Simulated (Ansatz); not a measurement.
# Ti3O4: biaxial against axial strain, part 2 of 2

The task, for Ti3O4: strain the cell in the xy plane and along z independently.

Ansatz 0.2.0; DFT r2SCAN, scalar-relativistic, plane waves, PAW.

### Step 9. p = 0.080, q = -0.080

Input file input.yaml:

```yaml
crystal:
  lattice:
    - [3.1581716815, -4.3857569126, 0.0]
    - [3.1581716815, 4.3857569126, 0.0]
    - [0.0, 0.0, 2.7590046765]
  atoms:
    - { symbol: Ti, position: [0.0, 0.0, 0.5] }
    - { symbol: Ti, position: [0.5, 0.0, 0.0] }
    - { symbol: Ti, position: [0.0, 0.5, 0.0] }
    - { symbol: O, position: [0.7653844393, 0.7653844393, 0.0] }
    - { symbol: O, position: [0.2573236421, 0.7426763579, 0.5] }
    - { symbol: O, position: [0.2346155607, 0.2346155607, 0.0] }
    - { symbol: O, position: [0.7426763579, 0.2573236421, 0.5] }
basis:
  ecutwfc: 500
kpoints:
  mp_grid: { grid: [8, 8, 14] }
hamiltonian:
  xc: r2scan
scf:
  occupations: { method: gaussian, width: 0.15 }
output:
  forces: true
  stress: true
  eigenvalues: true
```

Run with:

```
$ ansatz run input.yaml --threads 2 --pin off --max-ram 5120MiB --backend cpu --events-out ev --progress --plain --runs-dir out
```

What it wrote, shortened:

```text
[...]
SCF converged after 8 iterations
Free energy (F): -9796.877685 eV
[...]
E sigma→0 (E₀):  -9796.853755 eV
Entropy (-TS):   -0.047859 eV (-6.837 meV/atom)
Fermi energy:    13.040913 eV
[...]
--- Forces (eV/Å), atoms counted from 1 ---
  atom   1  Ti    -0.00000000    -0.00000000     0.00000000
  atom   2  Ti     0.00000000    -0.00000000     0.00000000
  atom   3  Ti    -0.00000000     0.00000000     0.00000000
  atom   4  O      0.75764352    -0.00000000    -0.00000000
  atom   5  O      0.00000000     1.06419583    -0.00000000
  atom   6  O     -0.75764352     0.00000000     0.00000000
  atom   7  O     -0.00000000    -1.06419583     0.00000000
[...]
--- Stress (GPa, compression-positive) ---
      -12.831956      -0.000000       0.000000
       -0.000000     -30.492980       0.000000
        0.000000       0.000000      10.195617
  P = ⅓ Tr σ = -11.0431 GPa (-110.431 kbar)
--- Band table (eV; the first three rows and the last of 168) ---
[...]
```

Run time: 61 s. Hardware: 2 threads of Intel Xeon at 2.50GHz (Skylake/Cascade Lake), shared host; peak memory 0.86 GiB.

### Step 10. At p = 0.080, q = 0.000

Changes to input.yaml since step 9:

```diff
@@ -4,3 +4,3 @@
     - [3.1581716815, 4.3857569126, 0.0]
-    - [0.0, 0.0, 2.7590046765]
+    - [0.0, 0.0, 2.9989181266]
   atoms:
```

Run with:

```
$ ansatz run input.yaml --threads 2 --pin off --max-ram 5120MiB --backend cpu --events-out ev --progress --plain --runs-dir out
```

What it wrote, shortened:

```text
[...]
SCF converged after 7 iterations
Free energy (F): -9796.697019 eV
[...]
E sigma→0 (E₀):  -9796.673678 eV
Entropy (-TS):   -0.046684 eV (-6.669 meV/atom)
Fermi energy:    11.790510 eV
[...]
--- Forces (eV/Å), atoms counted from 1 ---
  atom   1  Ti     0.00000000     0.00000000     0.00000000
  atom   2  Ti     0.00000000     0.00000000    -0.00000000
  atom   3  Ti    -0.00000000    -0.00000000    -0.00000000
  atom   4  O      1.48933353     0.00000000    -0.00000000
  atom   5  O      0.00000000     1.10771830    -0.00000000
  atom   6  O     -1.48933353     0.00000000     0.00000000
  atom   7  O     -0.00000000    -1.10771830     0.00000000
[...]
--- Stress (GPa, compression-positive) ---
      -26.785390       0.000000       0.000000
        0.000000     -32.746305       0.000000
        0.000000       0.000000     -16.945893
  P = ⅓ Tr σ = -25.4925 GPa (-254.925 kbar)
--- Band table (eV; the first three rows and the last of 168) ---
[...]
```

Run time: 56 s. Hardware: 2 threads of Intel Xeon at 2.50GHz (Skylake/Cascade Lake), shared host; peak memory 0.89 GiB.

### Step 11. Point p = 0.080, q = 0.080

Changes to input.yaml since step 10:

```diff
@@ -4,3 +4,3 @@
     - [3.1581716815, 4.3857569126, 0.0]
-    - [0.0, 0.0, 2.9989181266]
+    - [0.0, 0.0, 3.2388315767]
   atoms:
```

Run with:

```
$ ansatz run input.yaml --threads 2 --pin off --max-ram 5120MiB --backend cpu --events-out ev --progress --plain --runs-dir out
```

What it wrote, shortened:

```text
Warning: RAYON_NUM_THREADS=2 ignored (pool sized by the plan → 2); use --threads N
[...]
Pseudopotentials: kind: paw
Pseudopotential: Ti, paw, valence charge 12, recommended cutoff 500 eV (meta_gga), Ti.paw.azcp
Pseudopotential: O, paw, valence charge 6, recommended cutoff 500 eV (meta_gga), O.paw.azcp
Functional definition: r2SCAN
[...]
Crystal: 7 atoms, lattice volume = 89.722 Å³
Basis set: ecut = 500 eV, 2267 PW (Γ), exchange–correlation on 160×160×96 points (64 copies of the dense FFT grid, shifted against one another)
Bands: 37, of which v1, the nominal top of the filled ones, is band 30 counted from 1 (29 counted from 0)
Symmetry: 8 space group operations
Space group: Cmmm (ITA 65), of the structure as read, at distance tolerance 4.5e-5 Å
k-points: 168 of 896
[...]
SCF converged after 7 iterations
Free energy (F): -9795.608163 eV
[...]
E sigma→0 (E₀):  -9795.584332 eV
Entropy (-TS):   -0.047662 eV (-6.809 meV/atom)
Fermi energy:    10.592934 eV
[...]
--- Forces (eV/Å), atoms counted from 1 ---
  atom   1  Ti     0.00000000     0.00000000     0.00000000
  atom   2  Ti    -0.00000000    -0.00000000     0.00000000
  atom   3  Ti     0.00000000     0.00000000     0.00000000
  atom   4  O      1.76825513     0.00000000     0.00000000
  atom   5  O      0.00000000     1.26492492     0.00000000
  atom   6  O     -1.76825513     0.00000000     0.00000000
  atom   7  O      0.00000000    -1.26492492     0.00000000
[...]
--- Stress (GPa, compression-positive) ---
      -31.242129       0.000000       0.000000
        0.000000     -34.954464       0.000000
        0.000000       0.000000     -34.037497
  P = ⅓ Tr σ = -33.4114 GPa (-334.114 kbar)
--- Band table (eV; the first three rows and the last of 168) ---
[...]
```

It took 58 s on 2 threads of Intel Xeon at 2.50GHz (Skylake/Cascade Lake), shared host; peak memory 0.89 GiB.

### Step 12. Point p = -0.080, q = -0.040

Changes to input.yaml since step 11:

```diff
@@ -2,5 +2,5 @@
   lattice:
-    - [3.1581716815, -4.3857569126, 0.0]
-    - [3.1581716815, 4.3857569126, 0.0]
-    - [0.0, 0.0, 3.2388315767]
+    - [2.6902943953, -3.7360151478, 0.0]
+    - [2.6902943953, 3.7360151478, 0.0]
+    - [0.0, 0.0, 2.8789614015]
   atoms:
```

Run with:

```
$ ansatz run input.yaml --threads 2 --pin off --max-ram 5120MiB --backend cpu --events-out ev --progress --plain --runs-dir out
```

What it wrote, shortened:

```text
Warning: RAYON_NUM_THREADS=2 ignored (pool sized by the plan → 2); use --threads N
[...]
Pseudopotentials: kind: paw
Pseudopotential: Ti, paw, valence charge 12, recommended cutoff 500 eV (meta_gga), Ti.paw.azcp
Pseudopotential: O, paw, valence charge 6, recommended cutoff 500 eV (meta_gga), O.paw.azcp
Functional definition: r2SCAN
[...]
Crystal: 7 atoms, lattice volume = 57.873 Å³
Basis set: ecut = 500 eV, 1471 PW (Γ), exchange–correlation on 144×144×96 points (64 copies of the dense FFT grid, shifted against one another)
Bands: 37, of which v1, the nominal top of the filled ones, is band 30 counted from 1 (29 counted from 0)
Symmetry: 8 space group operations
Space group: Cmmm (ITA 65), of the structure as read, at distance tolerance 3.9e-5 Å
k-points: 168 of 896
[...]
SCF converged after 7 iterations
Free energy (F): -9795.217189 eV
[...]
E sigma→0 (E₀):  -9795.206808 eV
Entropy (-TS):   -0.020761 eV (-2.966 meV/atom)
Fermi energy:    18.517552 eV
[...]
--- Forces (eV/Å), atoms counted from 1 ---
  atom   1  Ti     0.00000000     0.00000000     0.00000000
  atom   2  Ti     0.00000000     0.00000000     0.00000000
  atom   3  Ti     0.00000000     0.00000000     0.00000000
  atom   4  O     -2.51730845     0.00000000     0.00000000
  atom   5  O      0.00000000    -2.46408733     0.00000000
  atom   6  O      2.51730845     0.00000000     0.00000000
  atom   7  O      0.00000000     2.46408733     0.00000000
[...]
--- Stress (GPa, compression-positive) ---
       68.138049       0.000000       0.000000
        0.000000      97.689186       0.000000
        0.000000       0.000000      66.988068
  P = ⅓ Tr σ = 77.6051 GPa (776.051 kbar)
--- Band table (eV; the first three rows and the last of 168) ---
[...]
```

Wall time 42 s (2 threads of Intel Xeon at 2.50GHz (Skylake/Cascade Lake), shared host); peak memory 0.74 GiB.

### Step 13. At p = -0.080, q = 0.040

Changes to input.yaml since step 12:

```diff
@@ -4,3 +4,3 @@
     - [2.6902943953, 3.7360151478, 0.0]
-    - [0.0, 0.0, 2.8789614015]
+    - [0.0, 0.0, 3.1188748517]
   atoms:
```

Run with:

```
$ ansatz run input.yaml --threads 2 --pin off --max-ram 5120MiB --backend cpu --events-out ev --progress --plain --runs-dir out
```

What it wrote, shortened:

```text
[...]
SCF converged after 8 iterations
Free energy (F): -9796.383672 eV
[...]
E sigma→0 (E₀):  -9796.368731 eV
Entropy (-TS):   -0.029883 eV (-4.269 meV/atom)
Fermi energy:    16.783497 eV
[...]
--- Forces (eV/Å), atoms counted from 1 ---
  atom   1  Ti     0.00000000     0.00000000     0.00000000
  atom   2  Ti     0.00000000     0.00000000     0.00000000
  atom   3  Ti     0.00000000     0.00000000     0.00000000
  atom   4  O     -1.00428388     0.00000000     0.00000000
  atom   5  O      0.00000000    -2.04607859     0.00000000
  atom   6  O      1.00428388     0.00000000     0.00000000
  atom   7  O      0.00000000     2.04607859     0.00000000
[...]
--- Stress (GPa, compression-positive) ---
       31.905029       0.000000       0.000000
        0.000000      79.250719       0.000000
        0.000000       0.000000      15.448090
  P = ⅓ Tr σ = 42.2013 GPa (422.013 kbar)
--- Band table (eV; the first three rows and the last of 168) ---
[...]
```

Run time: 47 s. Hardware: 2 threads of Intel Xeon at 2.50GHz (Skylake/Cascade Lake), shared host; peak memory 0.78 GiB.

### Step 14. p = -0.040, q = -0.080

Changes to input.yaml since step 13:

```diff
@@ -2,5 +2,5 @@
   lattice:
-    - [2.6902943953, -3.7360151478, 0.0]
-    - [2.6902943953, 3.7360151478, 0.0]
-    - [0.0, 0.0, 3.1188748517]
+    - [2.8072637169, -3.898450589, 0.0]
+    - [2.8072637169, 3.898450589, 0.0]
+    - [0.0, 0.0, 2.7590046765]
   atoms:
```

Run with:

```
$ ansatz run input.yaml --threads 2 --pin off --max-ram 5120MiB --backend cpu --events-out ev --progress --plain --runs-dir out
```

What it wrote, shortened:

```text
[...]
SCF converged after 7 iterations
Free energy (F): -9796.207690 eV
[...]
E sigma→0 (E₀):  -9796.194735 eV
Entropy (-TS):   -0.025910 eV (-3.701 meV/atom)
Fermi energy:    17.634322 eV
[...]
--- Forces (eV/Å), atoms counted from 1 ---
  atom   1  Ti     0.00000000     0.00000000     0.00000000
  atom   2  Ti    -0.00000000     0.00000000     0.00000000
  atom   3  Ti     0.00000000     0.00000000     0.00000000
  atom   4  O     -2.41905823     0.00000000     0.00000000
  atom   5  O      0.00000000    -1.15950167     0.00000000
  atom   6  O      2.41905823     0.00000000     0.00000000
  atom   7  O      0.00000000     1.15950167     0.00000000
[...]
--- Stress (GPa, compression-positive) ---
       55.900261       0.000000       0.000000
        0.000000      45.493720       0.000000
        0.000000       0.000000      70.212813
  P = ⅓ Tr σ = 57.2023 GPa (572.023 kbar)
--- Band table (eV; the first three rows and the last of 168) ---
[...]
```

It took 47 s on 2 threads of Intel Xeon at 2.50GHz (Skylake/Cascade Lake), shared host; peak memory 0.76 GiB.

### Step 15. All points together

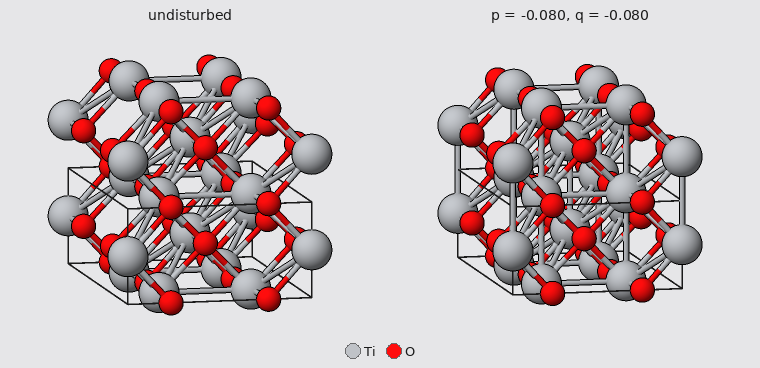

The undisturbed cell and the costliest point of the scan, at one scale, with neighbouring cells.

Energy above the undisturbed cell in meV/atom; points alike by symmetry are filled in, and a dash was not computed:

```
 p \ q  -0.080  -0.040  0.000  0.040  0.080
-0.080   578.1   394.2  283.1  227.6  212.0
-0.040   252.7       –      –      –      –
 0.000   104.4       –    0.0      –   70.9
 0.040       –       –      –      –      –
 0.080   157.0       –  182.8      –  338.4
```

Pressure in GPa:

```csv
p \ q,-0.080,-0.040,0.000,0.040,0.080
-0.080,102.6,77.6,57.8,42.2,29.8
-0.040,57.2,–,–,–,–
0.000,25.7,–,0.0,–,-15.1
0.040,–,–,–,–,–
0.080,-11.0,–,-25.5,–,-33.4
```

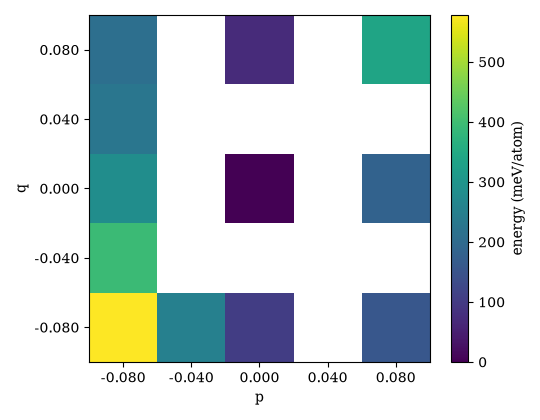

The energy map; blank cells were not computed.

### Step 16. Results

This closing draws on all 2 parts.

| quantity | value |
| --- | --- |
| highest point | 578.1 meV/atom at (p, q) = (-0.080, -0.080) |
| lowest point away from the origin | 70.9 meV/atom at (0.000, 0.080) |

**Reading.** The undisturbed cell is the lowest computed point. At |p| = |q| = 0.080, points where p and q have the same sign cost 458.3 meV/atom on average, those of opposite sign 184.5: stretching in the plane is cheaper with a contraction along z. Spin polarisation is off in the runs that give these values; a magnetic solution could lie lower.
